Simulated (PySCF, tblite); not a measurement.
# Si₂₂H₃₄: electronic excitations, NMR shifts

Wanted: electronic excitations, NMR shifts for Si₂₂H₃₄.

Computed with tblite 0.8.0 and PySCF 2.14.0 and routines of our own; the level stands in each step. Atoms count from 0.

## (1) The starting structure

56 atoms, charge 0, multiplicity 1; geometry from: force field, distance geometry or constructed start.

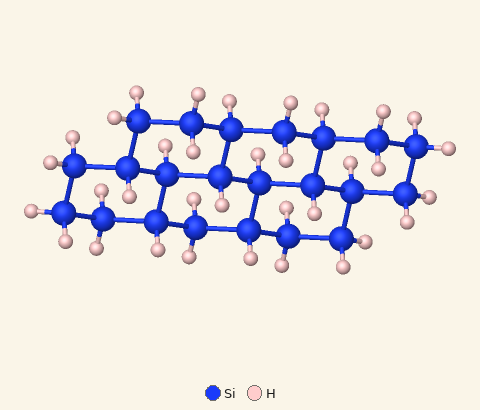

The starting geometry (silicon blue, hydrogen pink).

## (2) Geometry optimisation with GFN2-xTB

Job settings and geometry (Å):

```
{"job": {"kind": "relax", "xc": "GFN2-xTB", "basis": "xTB"}, "charge": 0, "multiplicity": 1}
Si    -0.959500     2.782100    -0.376600
Si    -2.896300     3.900000     0.368100
Si    -4.816600     2.781600    -0.374000
Si    -4.822500     0.561200     0.368800
Si    -2.894100    -0.558000    -0.371600
Si    -0.967700     0.556300     0.372400
Si     6.750700     2.785600    -0.378300
Si     4.825200     3.900100     0.376500
Si     2.895800     2.781800    -0.375400
Si     2.890300     0.556000     0.376600
Si     4.819700    -0.558000    -0.377100
Si     6.748100     0.554800     0.375000
Si    -6.754000    -0.556100    -0.370000
Si    -6.748400    -2.784500     0.372300
Si    -4.824000    -3.892300    -0.374800
Si    -2.895000    -2.783300     0.381300
Si     0.964800     3.899300     0.375900
Si     0.963300    -0.560200    -0.376000
Si     0.963800    -2.782100     0.377500
Si     2.895900    -3.896500    -0.372300
Si     4.819500    -2.780100     0.376500
Si    -0.965300    -3.895900    -0.375200
H     -0.961000     2.788500    -1.808400
H     -2.897300     3.893100     1.813500
H     -2.892600     5.258700    -0.101100
H     -4.827900     2.783000    -1.812500
H     -5.997800     3.465500     0.101300
H     -4.822400     0.557400     1.816200
H     -2.892500    -0.556400    -1.817000
H     -0.963300     0.557200     1.818400
H      6.754200     2.784500    -1.816100
H      7.925300     3.464500     0.102200
H      4.820800     3.897500     1.813100
H      4.823900     5.254800    -0.098300
H      2.894300     2.785700    -1.818300
H      2.893600     0.559000     1.812100
H      4.821000    -0.556700    -1.819100
H      6.751500     0.559300     1.812400
H      7.928300    -0.126500    -0.102100
H     -6.755400    -0.553400    -1.813800
H     -7.927300     0.120300     0.105800
H     -6.744700    -2.789500     1.818700
H     -7.922300    -3.462200    -0.105600
H     -4.819200    -3.897900    -1.816800
H     -4.825500    -5.254400     0.104400
H     -2.895000    -2.782300     1.811600
H      0.966800     3.897500     1.814400
H      0.964100     5.258700    -0.099700
H      0.966000    -0.556400    -1.814800
H      0.966300    -2.783200     1.817000
H      2.892200    -3.904700    -1.811900
H      2.899700    -5.254800     0.101700
H      4.821400    -2.784300     1.815100
H      5.995100    -3.464800    -0.105000
H     -0.963700    -3.898300    -1.813500
H     -0.964900    -5.253100     0.102600
```

Command:

```
> OMP_NUM_THREADS=2 python large_run.py task.json out
```

This one command runs all jobs of the session in turn.

The log of the run:

```text
step      E/eV     max force
  0   -1497.58274    1.530
  1   -1498.07782    0.728
  2   -1498.23684    0.250
  3   -1498.25949    0.217
  4   -1498.31316    0.288
  5   -1498.36270    0.309
  6   -1498.40441    0.250
  7   -1498.42659    0.170
  8   -1498.44399    0.172
  9   -1498.46428    0.278
 10   -1498.48625    0.323
 11   -1498.50257    0.237
 12   -1498.51228    0.135
 13   -1498.51978    0.137
 14   -1498.52632    0.153
 15   -1498.53171    0.115
 16   -1498.53578    0.090
 17   -1498.53894    0.097
 18   -1498.54247    0.139
 19   -1498.54757    0.176
 20   -1498.55387    0.171
 21   -1498.55953    0.115
 22   -1498.56377    0.094
 23   -1498.56742    0.089
 24   -1498.57156    0.109
 25   -1498.57640    0.132
 26   -1498.58055    0.118
 27   -1498.58295    0.082
 28   -1498.58421    0.055
 29   -1498.58506    0.041
 30   -1498.58573    0.045
 31   -1498.58627    0.049
 32   -1498.58676    0.044
 33   -1498.58727    0.048
 34   -1498.58783    0.056
 35   -1498.58850    0.050
 36   -1498.58931    0.050
 37   -1498.59021    0.050
 38   -1498.59100    0.041
 39   -1498.59153    0.036
 40   -1498.59188    0.027
 41   -1498.59218    0.029
 42   -1498.59250    0.033
 43   -1498.59289    0.044
 44   -1498.59335    0.048
 45   -1498.59386    0.039
 46   -1498.59434    0.029
 47   -1498.59474    0.028
 48   -1498.59501    0.028
 49   -1498.59520    0.022
 50   -1498.59536    0.017
```

It took 10 s on 2 threads of Arm Neoverse N1, shared host; peak memory 0.17 GiB.

Along the way:

```tsv
step	energy from step 0 (eV)	largest force (eV/Å)
0	0.0000	1.5295
1	-0.4951	0.7284
2	-0.6541	0.2496
3	-0.6767	0.2173
4	-0.7304	0.2880
5	-0.7800	0.3092
6	-0.8217	0.2498
7	-0.8438	0.1700
8	-0.8612	0.1722
11	-0.9198	0.2371
14	-0.9436	0.1532
18	-0.9597	0.1395
21	-0.9768	0.1153
25	-0.9937	0.1321
28	-1.0015	0.0552
32	-1.0040	0.0442
35	-1.0058	0.0494
39	-1.0088	0.0365
42	-1.0098	0.0325
46	-1.0116	0.0294
47	-1.0120	0.0277
48	-1.0123	0.0280
49	-1.0125	0.0218
50	-1.0126	0.0168
```

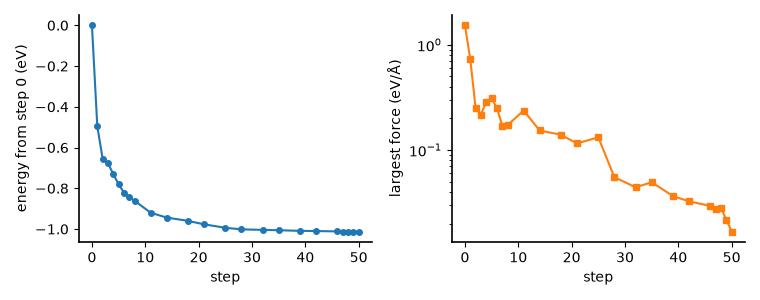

Energy and force, step by step.

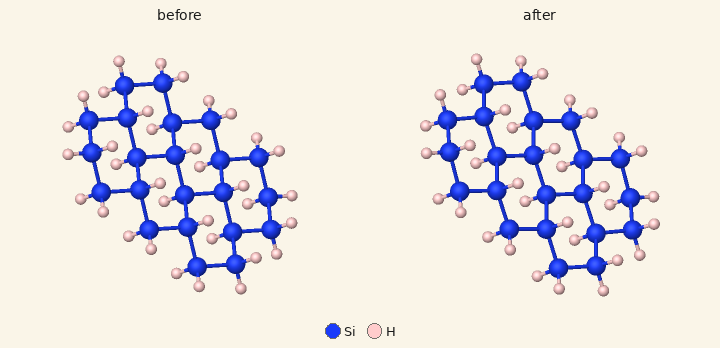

The geometry before (left) and after (right).

Close pairs (by a distance rule), those that changed most:

```tsv
bond	before (Å)	after (Å)	change (Å)
Si15–H45	1.430	1.487	+0.057
Si9–H35	1.436	1.491	+0.056
Si0–H22	1.432	1.487	+0.055
Si17–H48	1.439	1.491	+0.052
Si18–H49	1.440	1.487	+0.048
Si4–H28	1.445	1.491	+0.046
Si10–H36	1.442	1.488	+0.046
Si5–H29	1.446	1.491	+0.045
```

The final coordinates are the input of the step that follows.

## (3) Electronic excitations: TDA PBE0/6-31G*

Job settings and geometry (Å):

```
{"job": {"kind": "uv", "basis": "6-31G*", "grid": 1, "kgrid": 0, "vcut": 1.5, "nstates": 6, "ntriplets": 2, "tda": true, "delta": [], "pop": true, "xc": "PBE0"}, "charge": 0, "multiplicity": 1}
Si    -1.001591     2.856882    -0.263904
Si    -2.984849     3.935008     0.348321
Si    -4.905244     2.825661    -0.353995
Si    -4.977608     0.575475     0.267367
Si    -2.986076    -0.565526    -0.278122
Si    -0.997235     0.562679     0.278299
Si     6.909151     2.840773    -0.371390
Si     4.982051     3.937302     0.329615
Si     2.996942     2.857008    -0.277941
Si     2.986004     0.565749     0.276857
Si     4.977849    -0.574363    -0.268574
Si     6.892077     0.625204     0.334259
Si    -6.892298    -0.624176    -0.333475
Si    -6.908976    -2.840034     0.370883
Si    -4.981725    -3.936320    -0.329751
Si    -2.996934    -2.855962     0.277890
Si     0.999561     3.896083     0.336742
Si     0.996545    -0.562063    -0.278563
Si     1.002265    -2.855807     0.265290
Si     2.985139    -3.934265    -0.347291
Si     4.905761    -2.824481     0.353569
Si    -0.999110    -3.895238    -0.335720
H     -1.008169     2.846388    -1.750872
H     -3.001294     4.003635     1.820535
H     -2.968967     5.352218    -0.055850
H     -4.950215     2.867792    -1.826112
H     -6.140821     3.525399     0.037433
H     -4.964851     0.577427     1.755046
H     -2.972975    -0.558737    -1.769349
H     -0.992514     0.550028     1.769099
H      6.947142     2.864092    -1.843395
H      8.141758     3.552270     0.004269
H      4.995878     4.002251     1.802049
H      4.958265     5.355480    -0.064516
H      2.998263     2.840006    -1.765270
H      2.973782     0.559347     1.768226
H      4.965784    -0.576789    -1.756275
H      6.948760     0.613681     1.806910
H      8.114549    -0.100436    -0.046659
H     -6.951274    -0.612499    -1.806011
H     -8.114804     0.100133     0.049597
H     -6.946973    -2.865472     1.842862
H     -8.141201    -3.551919    -0.005306
H     -4.994760    -4.001393    -1.802181
H     -4.957686    -5.354526     0.064237
H     -2.998756    -2.838200     1.765173
H      1.004742     3.973048     1.808910
H      1.002303     5.311040    -0.075736
H      0.992862    -0.549182    -1.769430
H      1.008452    -2.843963     1.752381
H      3.000250    -4.005296    -1.819359
H      2.969706    -5.351000     0.058195
H      4.952325    -2.867414     1.825617
H      6.140586    -3.524795    -0.038953
H     -1.004220    -3.974811    -1.807871
H     -1.002266    -5.309753     0.078373
```

With the program's defaults for keys left out, this is: TDA PBE0/6-31G*, vertical, gas phase, core orbitals frozen in the response, virtual orbitals cut by energy.

The log of the run:

```text
start: PBE on a coarse grid of 54162 points
cycle   1  E = -6386.1614795160  dE =  7.246e-01  |g| = 3.064e-01  |ddm| = 6.981e+00
cycle   2  E = -6386.1899608312  dE = -2.848e-02  |g| = 1.403e-01  |ddm| = 7.587e-01
cycle   3  E = -6386.1957063136  dE = -5.745e-03  |g| = 8.663e-02  |ddm| = 4.419e-01
cycle   4  E = -6386.1989821346  dE = -3.276e-03  |g| = 1.866e-02  |ddm| = 2.278e-01
cycle   5  E = -6386.1991173897  dE = -1.353e-04  |g| = 7.564e-03  |ddm| = 5.455e-02
final grid: 209160 points
cycle   6  E = -6386.4129003846  dE = -1.472e-02  |g| = 2.595e-02  |ddm| = 5.076e-01
cycle   7  E = -6386.4131024992  dE = -2.021e-04  |g| = 1.463e-02  |ddm| = 9.009e-02
cycle   8  E = -6386.4131920829  dE = -8.958e-05  |g| = 5.529e-03  |ddm| = 4.018e-02
cycle   9  E = -6386.4131965644  dE = -4.482e-06  |g| = 1.523e-03  |ddm| = 1.309e-02
cycle  10  E = -6386.4132016385  dE = -5.074e-06  |g| = 3.728e-04  |ddm| = 3.685e-03
cycle  11  E = -6386.4131988214  dE =  2.817e-06  |g| = 1.621e-04  |ddm| = 1.124e-03
cycle  12  E = -6386.4132070731  dE = -8.252e-06  |g| = 2.797e-05  |ddm| = 4.137e-04
converged SCF energy = -6386.4132070731

Static polarisability (au): isotropic 683.734, principal 364.171 718.668 968.362

Singlet excitations
state   eV       nm        f      main configurations
  1   4.5014    275.4   0.03948   H->L 0.94
  2   4.6320    267.7   0.00820   H-1->L 0.97
  3   4.8097    257.8   0.00000   H->L+2 0.40, H-2->L 0.25, H-2->L+1 0.11
  4   4.8653    254.8   0.38022   H->L+1 0.81, H->L+4 0.10
  5   4.8699    254.6   0.00069   H-2->L 0.49, H->L+3 0.37
  6   4.9131    252.4   0.00002   H->L+3 0.49, H-2->L 0.18, H->L+2 0.10

Triplet excitations (Tamm-Dancoff, eV): 4.1735 4.3764
```

It took 5.2 min on 2 threads of Arm Neoverse N1, shared host; peak memory 1.4 GiB.

The orbitals next to the gap, with their largest atomic shares:

```tsv
orbital	eV	atoms
HOMO−4	-7.80	Si8 11 %, Si15 11 %, Si7 9 %
HOMO−3	-7.79	Si13 8 %, Si6 8 %, Si11 7 %
HOMO−2	-7.34	Si15 8 %, Si8 8 %, Si16 7 %
HOMO−1	-7.17	Si17 10 %, Si5 10 %, Si18 10 %
HOMO	-7.05	Si17 10 %, Si5 10 %, Si9 9 %
LUMO	-1.73	Si17 11 %, Si5 11 %, Si9 9 %
LUMO+1	-1.49	Si0 8 %, Si18 8 %, Si5 7 %
LUMO+2	-1.41	Si21 9 %, Si16 9 %, Si18 8 %
LUMO+3	-1.36	Si9 8 %, Si4 8 %, Si5 8 %
```

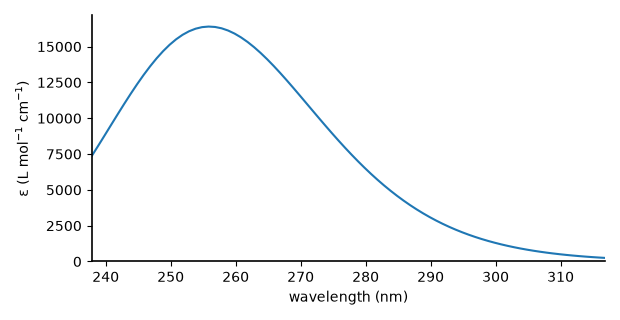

Absorption spectrum: each of the 6 states is a Gaussian band of 0.4 eV half-width at 1/e. Beyond the last state computed it falls off for lack of states.

Further results of this job:

```tsv
property	computed
dipole moment (D)	0.01
polarisability (Å³)	101.32
HOMO–LUMO gap (eV)	5.33
−ε(HOMO) (eV)	7.05
```

## (4) NMR shifts: GIAO KT3/pcSseg-1

Settings changed since step 3:

```diff
@@ -1,2 +1,2 @@
-{"job": {"kind": "uv", "basis": "6-31G*", "grid": 1, "kgrid": 0, "vcut": 1.5, "nstates": 6, "ntriplets": 2, "tda": true, "delta": [], "pop": true, "xc": "PBE0"}, "charge": 0, "multiplicity": 1}
+{"job": {"kind": "nmr", "xc": "KT3", "basis": "pcSseg-1", "pop": false}, "charge": 0, "multiplicity": 1}
 Si    -1.001591     2.856882    -0.263904
```

Method: GIAO KT3/pcSseg-1 NMR shielding, non-relativistic, gas phase.

The log of the run:

```text
start: PBE on a coarse grid of 54162 points
cycle   1  E = -6385.7820884172  dE =  6.347e-01  |g| = 4.050e-01  |ddm| = 7.363e+00
cycle   2  E = -6385.8136643273  dE = -3.158e-02  |g| = 2.428e-01  |ddm| = 8.437e-01
cycle   3  E = -6385.8258392739  dE = -1.217e-02  |g| = 1.109e-01  |ddm| = 5.505e-01
cycle   4  E = -6385.8310290265  dE = -5.190e-03  |g| = 2.383e-02  |ddm| = 3.011e-01
cycle   5  E = -6385.8312304646  dE = -2.014e-04  |g| = 1.123e-02  |ddm| = 7.241e-02
cycle   6  E = -6385.8312787188  dE = -4.825e-05  |g| = 3.499e-03  |ddm| = 2.590e-02
final grid: 407150 points
cycle   7  E = -6440.3743814990  dE = -1.193e-01  |g| = 5.626e-01  |ddm| = 1.411e+00
cycle   8  E = -6440.3866005903  dE = -1.222e-02  |g| = 2.650e-01  |ddm| = 6.444e-01
cycle   9  E = -6440.3911439852  dE = -4.543e-03  |g| = 3.399e-02  |ddm| = 2.746e-01
cycle  10  E = -6440.3915894512  dE = -4.455e-04  |g| = 8.950e-03  |ddm| = 7.805e-02
cycle  11  E = -6440.3916230696  dE = -3.362e-05  |g| = 2.117e-03  |ddm| = 2.295e-02
cycle  12  E = -6440.3916231868  dE = -1.173e-07  |g| = 8.037e-04  |ddm| = 6.669e-03
cycle  13  E = -6440.3916213182  dE =  1.869e-06  |g| = 3.315e-04  |ddm| = 2.705e-03
cycle  14  E = -6440.3916252263  dE = -3.908e-06  |g| = 7.008e-05  |ddm| = 7.915e-04
converged SCF energy = -6440.3916252263

GIAO shielding tensors (ppm)
atom      isotropic    diamagn.    paramagn.     s11        s22        s33       span
  0 Si     470.945     887.373    -416.428    437.815    484.457    490.563     52.747
  1 Si     466.723     884.425    -417.702    444.689    466.048    489.432     44.743
  2 Si     467.551     883.673    -416.122    446.123    466.618    489.912     43.789
  3 Si     471.825     886.409    -414.584    438.596    485.563    491.314     52.718
  4 Si     463.863     887.482    -423.619    420.780    483.727    487.083     66.303
  5 Si     460.503     887.716    -427.213    416.030    481.734    483.745     67.715
  6 Si     472.866     882.404    -409.537    451.502    477.122    489.976     38.474
  7 Si     468.588     883.560    -414.972    445.528    468.286    491.951     46.423
  8 Si     470.768     887.064    -416.296    438.534    484.186    489.583     51.049
  9 Si     463.881     887.478    -423.597    420.753    483.739    487.150     66.397
 10 Si     471.729     886.407    -414.679    438.524    485.483    491.179     52.655
 11 Si     469.031     882.584    -413.553    445.151    469.415    492.527     47.376
 12 Si     469.064     882.572    -413.508    445.136    469.500    492.556     47.420
 13 Si     472.881     882.405    -409.523    451.453    477.138    490.053     38.600
 14 Si     468.643     883.565    -414.922    445.595    468.345    491.989     46.394
 15 Si     470.808     887.068    -416.260    438.603    484.196    489.625     51.022
 16 Si     463.736     884.988    -421.252    432.700    469.532    488.975     56.275
 17 Si     460.496     887.714    -427.218    416.001    481.928    483.558     67.557
 18 Si     470.879     887.374    -416.494    437.858    484.413    490.367     52.509
 19 Si     466.743     884.425    -417.682    444.749    465.921    489.558     44.809
 20 Si     467.556     883.669    -416.113    446.176    466.497    489.994     43.817
 21 Si     463.686     884.979    -421.292    432.694    469.329    489.036     56.342
 22 H       27.998      34.953      -6.955     25.511     27.434     31.049      5.538
 23 H       28.133      31.865      -3.731     25.206     26.605     32.588      7.382
 24 H       28.041      30.267      -2.226     22.910     26.324     34.890     11.980
 25 H       28.134      31.500      -3.366     25.464     26.331     32.607      7.143
 26 H       28.050      29.587      -1.536     22.959     26.086     35.106     12.146
 27 H       28.081      33.594      -5.513     25.702     27.040     31.501      5.799
 28 H       27.898      36.042      -8.144     26.263     27.401     30.030      3.767
 29 H       27.790      36.546      -8.756     26.229     27.503     29.636      3.407
 30 H       28.176      29.861      -1.686     25.210     26.239     33.078      7.867
 31 H       28.017      27.047       0.970     23.521     25.009     35.522     12.000
 32 H       28.199      30.702      -2.503     25.083     26.753     32.761      7.678
 33 H       28.090      29.203      -1.112     23.003     26.445     34.823     11.820
 34 H       28.027      34.545      -6.518     25.382     27.448     31.252      5.870
 35 H       27.897      36.043      -8.146     26.265     27.401     30.025      3.760
 36 H       28.079      33.589      -5.510     25.700     27.035     31.504      5.804
 37 H       28.197      29.931      -1.734     25.247     26.545     32.798      7.552
 38 H       28.095      28.102      -0.008     23.029     26.225     35.030     12.001
 39 H       28.197      29.918      -1.721     25.242     26.544     32.804      7.562
 40 H       28.096      28.094       0.002     23.029     26.225     35.032     12.003
 41 H       28.175      29.860      -1.685     25.211     26.236     33.079      7.868
 42 H       28.018      27.047       0.971     23.522     25.010     35.521     11.999
 43 H       28.200      30.705      -2.505     25.082     26.756     32.762      7.680
 44 H       28.092      29.207      -1.115     23.004     26.447     34.824     11.821
 45 H       28.028      34.547      -6.519     25.384     27.448     31.251      5.867
 46 H       28.119      33.155      -5.036     24.591     27.696     32.069      7.477
 47 H       28.101      31.887      -3.787     22.372     27.357     34.573     12.201
 48 H       27.788      36.543      -8.755     26.223     27.506     29.634      3.411
 49 H       27.995      34.951      -6.956     25.511     27.428     31.046      5.535
 50 H       28.134      31.865      -3.731     25.204     26.607     32.592      7.388
 51 H       28.042      30.269      -2.227     22.912     26.324     34.889     11.977
 52 H       28.134      31.497      -3.363     25.460     26.332     32.610      7.150
 53 H       28.051      29.586      -1.534     22.962     26.086     35.106     12.144
 54 H       28.117      33.147      -5.030     24.586     27.694     32.072      7.486
 55 H       28.099      31.881      -3.782     22.372     27.357     34.569     12.197
```

Run time: 87 s. Hardware: 2 threads of Arm Neoverse N1, shared host; peak memory 1.1 GiB.

Shifts follow as δ = σ(reference) − σ, with reference shieldings (ppm) from runs at the same level and on the same kind of geometry: $^{1}$H TMS 31.76, $^{29}$Si TMS 361.7. The references are single molecules in the gas phase. Atoms listed in one row are averaged.

```tsv
atoms	environment	σ (ppm)	δ (ppm)
H29, H48	hydrogen on a silicon bonded to 3 Si	27.79	3.97
H28, H35	hydrogen on a silicon bonded to 3 Si	27.90	3.86
H22, H49	hydrogen on a silicon bonded to 3 Si	28.00	3.76
H31, H42	hydrogen on a silicon bonded to 2 Si	28.02	3.74
H34, H45	hydrogen on a silicon bonded to 3 Si	28.03	3.73
H24, H51	hydrogen on a silicon bonded to 2 Si	28.04	3.72
H26, H53	hydrogen on a silicon bonded to 2 Si	28.05	3.71
H27, H36	hydrogen on a silicon bonded to 3 Si	28.08	3.68
H33, H44	hydrogen on a silicon bonded to 2 Si	28.09	3.67
H38, H40	hydrogen on a silicon bonded to 2 Si	28.10	3.66
H47, H55	hydrogen on a silicon bonded to 2 Si	28.10	3.66
H46, H54	hydrogen on a silicon bonded to 2 Si	28.12	3.64
H23, H50	hydrogen on a silicon bonded to 2 Si	28.13	3.63
H25, H52	hydrogen on a silicon bonded to 2 Si	28.13	3.63
H30, H41	hydrogen on a silicon bonded to 2 Si	28.18	3.58
H37, H39	hydrogen on a silicon bonded to 2 Si	28.20	3.56
H32, H43	hydrogen on a silicon bonded to 2 Si	28.20	3.56
Si5, Si17	silicon bonded to 3 Si, H	460.5	-98.8
Si16, Si21	silicon bonded to 2 Si, 2 H	463.7	-102.0
Si4, Si9	silicon bonded to 3 Si, H	463.9	-102.2
Si1, Si19	silicon bonded to 2 Si, 2 H	466.7	-105.1
Si2, Si20	silicon bonded to 2 Si, 2 H	467.6	-105.9
Si7, Si14	silicon bonded to 2 Si, 2 H	468.6	-106.9
Si11, Si12	silicon bonded to 2 Si, 2 H	469.0	-107.4
Si8, Si15	silicon bonded to 3 Si, H	470.8	-109.1
Si0, Si18	silicon bonded to 3 Si, H	470.9	-109.2
Si3, Si10	silicon bonded to 3 Si, H	471.8	-110.1
Si6, Si13	silicon bonded to 2 Si, 2 H	472.9	-111.2
```

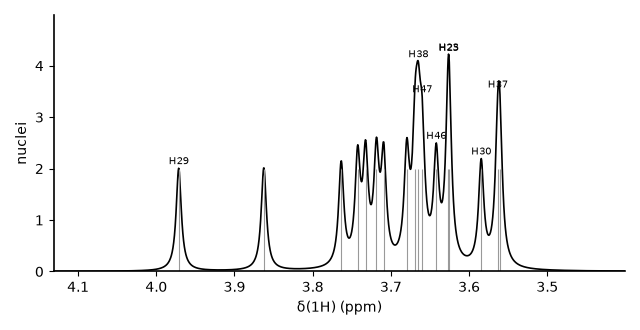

$^{1}$H lines at the computed shifts, without couplings. Lines are broadened to a width of 0.01 ppm (Lorentzian).

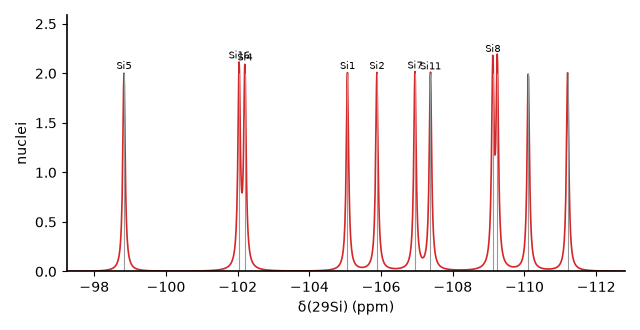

$^{29}$Si lines at the computed shifts, without couplings. Lines are broadened to a width of 0.08 ppm (Lorentzian).

Ring of atoms Si0, Si1, Si2, Si3, Si4, Si5: NICS(0) -2.4, NICS(1) -1.7, NICS(1)zz 7.1 ppm (means of both faces).

Ring of atoms Si0, Si5, Si8, Si9, Si16, Si17: NICS(0) -2.5, NICS(1) -1.7, NICS(1)zz 7.6 ppm (means of both faces).

Ring of atoms Si3, Si4, Si12, Si13, Si14, Si15: NICS(0) -2.4, NICS(1) -1.8, NICS(1)zz 6.6 ppm (means of both faces).

## (5) What came out

| quantity | value |
| --- | --- |
| lowest singlet (PBE0/6-31G*) | 4.50 eV (275 nm), f = 0.039 |
| brightest single state of those computed | state 4, 4.87 eV, f = 0.380 |
| lowest triplet | 4.17 eV |
| $^{1}$H shifts against TMS (KT3/pcSseg-1, means over atoms taken as alike) | 3.97, 3.86, 3.76, 3.74, 3.73, 3.72, 3.71, 3.68, 3.67, 3.66, 3.66, 3.64, 3.63, 3.63 ppm and more |
| $^{29}$Si shifts against TMS (KT3/pcSseg-1, means over atoms taken as alike) | -98.8, -102.0, -102.2, -105.1, -105.9, -106.9, -107.4, -109.1, -109.2, -110.1, -111.2 ppm |

**Reading.** The lowest singlet, at 4.50 eV, is HOMO→LUMO 0.94 and is weak; of the 6 states computed, the strongest absorption comes from state 4 at 4.87 eV. The lowest triplet lies 0.33 eV below the lowest singlet.
